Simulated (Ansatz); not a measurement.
The reference is CdSe in the wurtzite structure (space group P6_3mc, No. 186; a = 4.302 Å, c = 7.021 Å).

Perturbation: every lattice vector is stretched by 3.00 %, atoms relaxed at fixed cell.

Computed with PBEsol, PAW, 420 eV (Ansatz, a quantum-chemistry and plane-wave program; spin-orbit coupling left out).

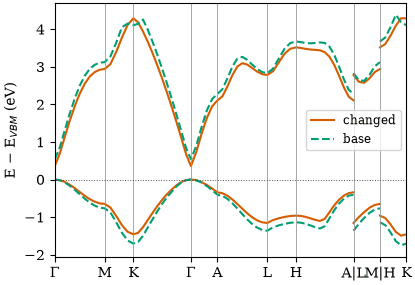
Figure: Highest valence and lowest conduction band along the path, each from its own valence-band maximum

### Question
Read the changed gap and its character from the plot.

### Answer
About 0.4 eV, direct at Γ.

The cells carry an imposed strain or load. No phonon test of stability was made.
